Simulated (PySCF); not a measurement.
Molecule: SMILES [F][Al]([I])[I]. Atoms near the plane z = 0.0 Å, at the PBE0/def2-SVP optimised geometry (x, y, z in Å): Al1 (-0.2, 0.0, 0.0), F2 (1.4, 0.0, 0.0), I3 (-1.4, 2.1, 0.0), I4 (-1.4, -2.1, 0.0).

Computed with PBE0/def2-TZVP, def2 effective core potentials past Kr in PySCF. The core electrons that the potentials of I replace are not part of the density. Cells within 0.4 Å of a nucleus heavier than hydrogen are left out (blank, or x). The values are rescaled to run from 0 to 1.

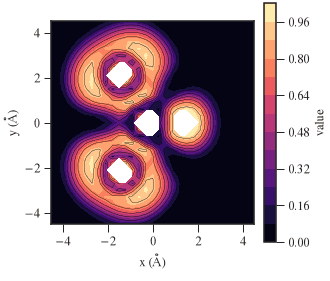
a field on the plane z = 0.0 Å.

**Question.** Which quantity is mapped?
A) electron localisation function
B) Laplacian of the electron density
C) deformation density (molecule minus spherical neutral atoms)
D) log10 of the electron density

**Answer.** A, electron localisation function
